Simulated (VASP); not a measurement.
Band structure of SiRh (relaxed from the WC structure, space group P-6m2). These are PBEsol GGA, VASP's PBE PAW potentials (set 64) (plane waves; VASP) values and carry that method's errors.

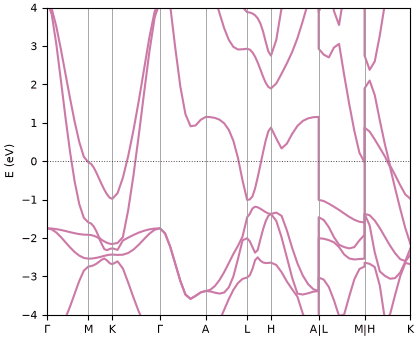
*Bands along high-symmetry lines, zero at the valence-band maximum or, without a gap, the Fermi level*

Q: Read the plot: is there a gap, and where are the band edges?

A: It has no gap at this level: it comes out as a metal or semimetal. (Edges off the drawn lines would not show.)

The structure was generated: SiRh was put into the WC type (P-6m2), which need not be its known phase. It was relaxed first. The electron count is odd and the run is not spin-polarised, which forces a metal.
